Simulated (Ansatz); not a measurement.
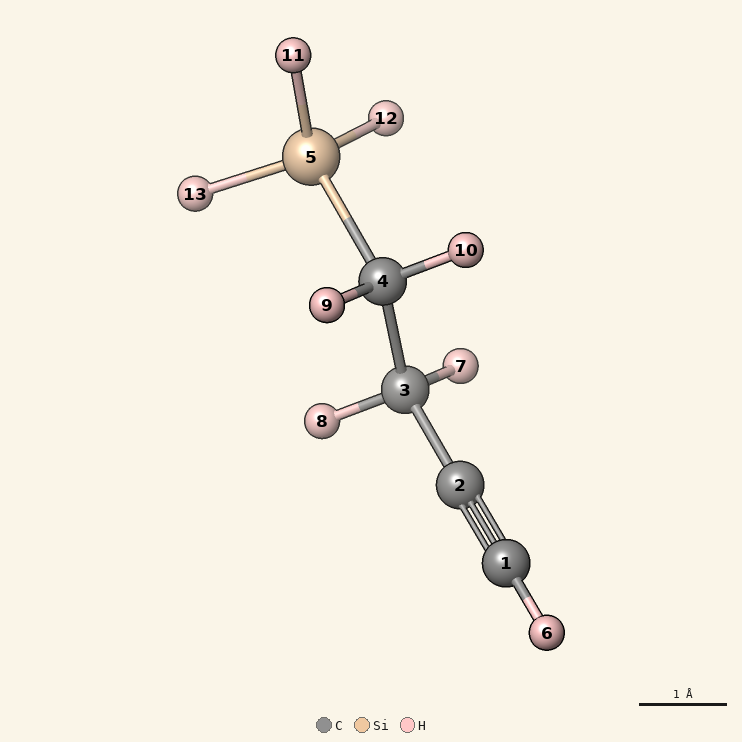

Orthographic view. Distant atoms are faded towards the background colour. Computed geometry: PBE-D4/def2-SVP optimisation. No frequency run is at hand to confirm it as a minimum.

Write a MOL file (V2000) with the atoms in numerical order, bonds sorted by atom number with the orders drawn, and coordinates in the frame of the picture: x right, y up, z towards the viewer, origin at the mean position.

```
C4H8Si
                    3D

 13 12  0  0  0  0  0  0  0  0999 V2000
    1.3500   -2.7500    0.9300 C   0  0  0  0  0  0  0  0  0  0  0  0
    0.8200   -1.8500    0.2900 C   0  0  0  0  0  0  0  0  0  0  0  0
    0.1800   -0.7500   -0.4300 C   0  0  0  0  0  0  0  0  0  0  0  0
   -0.0800    0.5000    0.4400 C   0  0  0  0  0  0  0  0  0  0  0  0
   -0.9000    1.9300   -0.4900 Si  0  0  0  0  0  4  0  0  0  0  0  0
    1.8100   -3.5500    1.4800 H   0  0  0  0  0  0  0  0  0  0  0  0
    0.8200   -0.4800   -1.3000 H   0  0  0  0  0  0  0  0  0  0  0  0
   -0.7800   -1.1100   -0.8700 H   0  0  0  0  0  0  0  0  0  0  0  0
   -0.7200    0.2200    1.3100 H   0  0  0  0  0  0  0  0  0  0  0  0
    0.8800    0.8600    0.8700 H   0  0  0  0  0  0  0  0  0  0  0  0
   -1.1100    3.1000    0.4400 H   0  0  0  0  0  0  0  0  0  0  0  0
   -0.0400    2.3800   -1.6400 H   0  0  0  0  0  0  0  0  0  0  0  0
   -2.2400    1.5100   -1.0400 H   0  0  0  0  0  0  0  0  0  0  0  0
  1  2  3  0
  1  6  1  0
  2  3  1  0
  3  4  1  0
  3  7  1  0
  3  8  1  0
  4  5  1  0
  4  9  1  0
  4 10  1  0
  5 11  1  0
  5 12  1  0
  5 13  1  0
M  END
```
